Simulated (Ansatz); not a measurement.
# Calculations on Si₂H₈O

### Relaxation

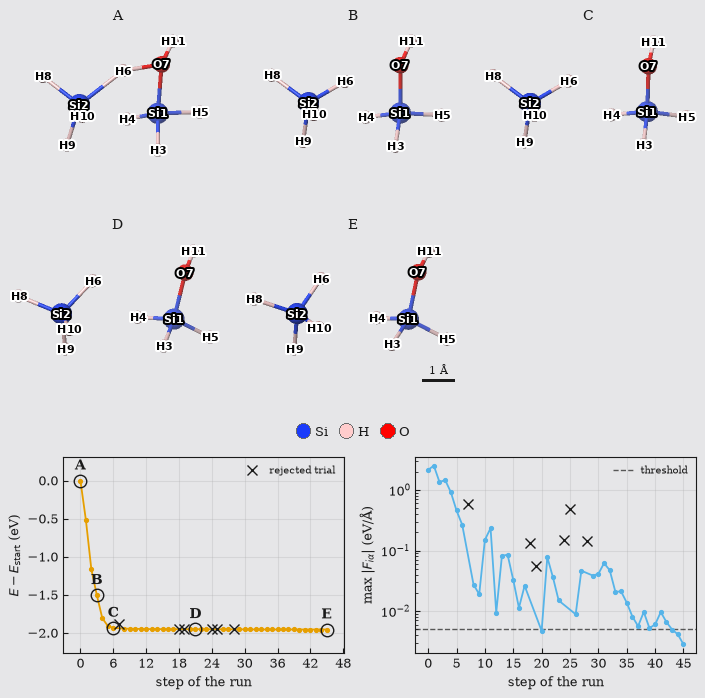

Frames of a relaxation of Si2H8O (started from a transition state, displaced along its imaginary mode), marked on the history of the run. The picture is a ball-and-stick view, seen at a tilt.

All numbers below come from RKS PBE0-D4/def2-TZVP in Ansatz 0.2.0.

Input
```yaml
crystal:
  periodic: [false, false, false]
  atoms:
    - {symbol: Si, position_ang: [-1.017079, 0.364693, -0.765989]}
    - {symbol: Si, position_ang: [1.047235, -0.996885, 0.782898]}
    - {symbol: H, position_ang: [-0.512209, -0.677912, -1.703458]}
    - {symbol: H, position_ang: [-1.854805, -0.240304, 0.314799]}
    - {symbol: H, position_ang: [-1.895059, 1.226752, -1.565478]}
    - {symbol: H, position_ang: [0.660195, 0.722243, 0.388875]}
    - {symbol: O, position_ang: [0.049529, 1.633330, -0.323462]}
    - {symbol: H, position_ang: [1.444599, -0.925928, 2.213776]}
    - {symbol: H, position_ang: [0.136489, -2.205331, 0.691882]}
    - {symbol: H, position_ang: [2.250015, -1.389006, -0.005944]}
    - {symbol: H, position_ang: [-0.308909, 2.488448, -0.027999]}
basis:
  gaussian: {orbitals: def2-TZVP}
hamiltonian: {xc: pbe0, dispersion: d4}
relax: {f_tol: 0.005, max_steps: 200}
```

Command:
```bash
ansatz run in.yaml --threads 4 --pin off --events-out ev --progress --plain --max-ram 9574MiB
```

> Describe the path.

Over 39 accepted moves (45 points after the start) the energy falls by 1.955 eV. Largest force component: 2.1 eV/Å at the start, 0.0028 eV/Å at the end. The line search rejected the trial steps at points 7, 18, 19, 24, 25, 28 of the run. The forces were under the threshold at step 20, but the run went on from there. The atom that moves furthest after the best rigid fit is H6 (1.19 Å). Largest moves by element: H 1.19 Å, O 0.73 Å, Si 0.60 Å. Some distances before and after: H6–O7 1.308 → 3.174 Å, Si1–H6 2.068 → 3.323 Å, Si1–Si2 2.918 → 4.017 Å, Si2–H6 1.806 → 1.485 Å. Bond angles that change, for instance: H6–Si2–H9 128.1° → 109.5°, H5–Si1–O7 94.5° → 111.6°, H3–Si1–O7 118.0° → 105.9°. The run took 66 s on 4 threads of Arm Neoverse V2, with other jobs on the host. From step 0 to 3: H6 moves most (0.55 Å), energy −1.504 eV. From step 3 to 6: H10 moves most (0.51 Å), energy −0.429 eV. From step 6 to 21: H atoms move most (0.44 Å), energy −0.017 eV. From step 21 to 45: H10 moves most (0.52 Å), energy −0.004 eV.

### Relaxation

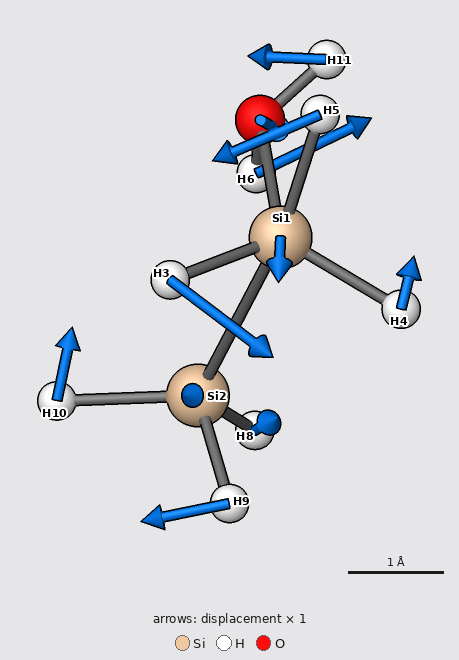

This is a relaxation of Si$_{2}$H$_{8}$O (started from a transition state, displaced along its imaginary mode). The starting structure is drawn; blue arrows show the displacements, at their true length. The two geometries are superimposed by the best rigid fit.

The picture is a ball-and-stick view, seen from a free direction.

The calculation used RKS PBE0-D4/def2-TZVP in Ansatz.

The input:
```yaml
crystal:
  periodic: [false, false, false]
  atoms:
    - {symbol: Si, position_ang: [-0.951283, 0.111478, -0.710873]}
    - {symbol: Si, position_ang: [0.935680, -1.071967, 0.682130]}
    - {symbol: H, position_ang: [-0.587001, -0.822315, -1.804987]}
    - {symbol: H, position_ang: [-1.937241, -0.299858, 0.309600]}
    - {symbol: H, position_ang: [-1.769078, 1.181609, -1.469454]}
    - {symbol: H, position_ang: [0.623273, 1.320563, 0.363388]}
    - {symbol: O, position_ang: [0.182704, 1.665671, -0.258134]}
    - {symbol: H, position_ang: [1.364307, -0.858756, 2.125325]}
    - {symbol: H, position_ang: [0.125757, -2.311692, 0.702804]}
    - {symbol: H, position_ang: [2.230580, -1.400443, -0.016774]}
    - {symbol: H, position_ang: [-0.217698, 2.485811, 0.076876]}
basis:
  gaussian: {orbitals: def2-TZVP}
hamiltonian: {xc: pbe0, dispersion: d4}
relax: {f_tol: 0.005, max_steps: 200}
```

Run as
```bash
ansatz run in.yaml --threads 4 --pin off --events-out ev --progress --plain --max-ram 9574MiB
```

Q: Atoms of which element are displaced furthest, and by how much?

A: Hydrogen: up to 1.54 Å, against 0.95 Å for oxygen.

Q: Describe the change and its energy.

A: H3 moves most after the best rigid fit: 1.54 Å. By element the largest moves are H 1.54 Å, O 0.95 Å, Si 0.55 Å. Near-neighbour distances that change, for instance: Si1–O7 1.976 → 3.125 Å, Si1–Si2 2.627 → 2.343 Å, H6–O7 0.836 → 0.960 Å, Si1–H5 1.546 → 1.489 Å. Bonds break, among them: Si1–O7 (1.98 → 3.13 Å). Among the angles between lasting bonds that change: Si2–Si1–H5 162.2° → 111.3°, Si2–Si1–H3 86.1° → 111.2°, Si2–Si1–H4 89.3° → 111.4°. Groups turn about Si1–Si2 by about 65°. Over 42 accepted moves (54 points after the start) the energy falls by 2.306 eV. Largest force component: 7.9 eV/Å at the start, 0.0042 eV/Å at the end. The line search rejected the trial steps at points 12, 14, 18, 31, 33, 35, 36, 43 and more of the run. The forces were under the threshold at step 32, but the run went on from there. The run took 78 s on 4 threads of Arm Neoverse V2, on a shared host.

### Reaction

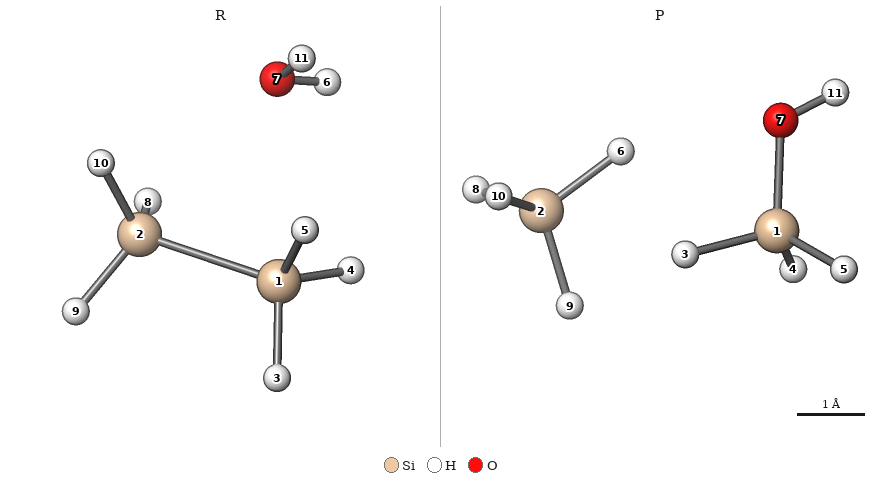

Reactant (R) and product (P) of one elementary step of Si2H8O. Style: ball-and-stick. Shown from a free direction.

Stationary points at PBE0-D4/def2-TZVP, single-point energies with CCSD(T)/CBS, PBE0-D4, PBE-QIDH, BHLYP-D4, wB97X-V, CCSD(T) (def2-TZVPP where no basis is named; Ansatz 0.2.0). The energies are electronic, without zero-point or thermal terms, and both ends are the minima reached downhill from the saddle, with any fragments still in contact. CCSD(T)/CBS stands for a frozen-core estimate: MP2 correlation extrapolated from def2-TZVPP and def2-QZVPP, CCSD(T) minus MP2 from the smaller set.

Predict the saddle point between them and the barrier.

Counted by bonded pieces, R holds H₂O + Si₂H₆ and P holds SiH₄ + SiH₄O. From R over the saddle to P, bonds form: Si1–O7 (3.13 → 1.84 → 1.65 Å), Si2–H6 (3.66 → 2.12 → 1.48 Å). Bonds break: Si1–Si2 (2.34 → 2.77 → 4.02 Å), H6–O7 (0.96 → 1.06 → 3.17 Å). The saddle has one imaginary mode, 569i cm⁻¹. With CCSD(T)/CBS the barrier is 1.93 eV from R and 2.71 eV from P, and P lies 0.78 eV below R.

```tsv
level	barrier from R (eV)	barrier from P (eV)	P less R (eV)
CCSD(T)/CBS	1.93	2.71	−0.78
PBE0-D4	1.74	2.35	−0.62
PBE-QIDH	1.87	2.61	−0.74
BHLYP-D4	2.02	2.89	−0.87
wB97X-V	1.94	2.70	−0.76
CCSD(T)	1.94	2.73	−0.79
```

Against CCSD(T)/CBS, wB97X-V comes closest on the barrier from R (+0.01 eV) and PBE0-D4 misses most (−0.19 eV).

The saddle point in the same view, with dashed sticks for the bonds that form or break:

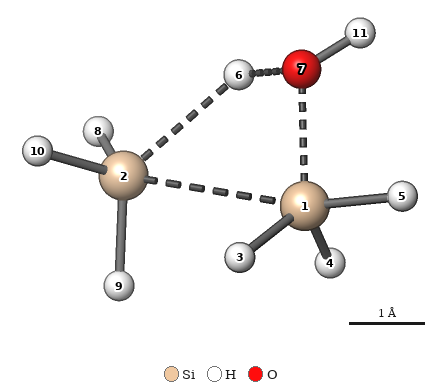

Limits of the set-up: the start holds two separate molecules, 2.8 Å apart at their closest, whose relative position is a soft coordinate.
